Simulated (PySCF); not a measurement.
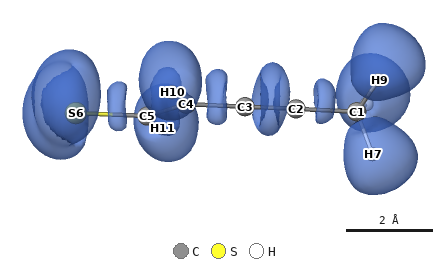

The picture shows: C$_{5}$H$_{5}$S (SMILES CC#C[CH]C=S) (doublet). Isosurface of the electron localisation function at 0.8 (blue), seen from one side. Core shells and regions of very low density are left out.

Geometry: GFN2-xTB.

The calculation used PySCF 2.14.0, density-fitted response routines, UKS B3LYP, pcH-1 on C H S, non-relativistic, mean-field spin-orbit, GIAO.

```xyz
11

C    -2.4704    0.1879   -0.3745
C    -1.0473    0.1764   -0.1557
C     0.1484    0.1770    0.0285
C     1.5235    0.1752    0.2390
C     2.3902   -0.4847   -0.5766
S     4.0633   -0.5088   -0.3409
H    -2.7414    1.0612   -0.9695
H    -2.7768   -0.7104   -0.9104
H    -2.9979    0.2366    0.5782
H     1.8984    0.7262    1.0916
H     2.0155   -1.0341   -1.4316
```

### What do the ELF domains correspond to?

The ELF exceeds this value in four regions between bonded C–C atoms (shared pairs), one region between bonded C–S atoms (shared pairs), five regions around hydrogen nuclei and one ring or bowl of non-bonding electrons around S.

Values along the shortest contacts:
C–C (1.21 Å): the ELF peaks at about 0.90 between the atoms; a short, multiple covalent bond. C–S (1.69 Å): the ELF peaks at about 0.90 between the atoms: a covalent bond.
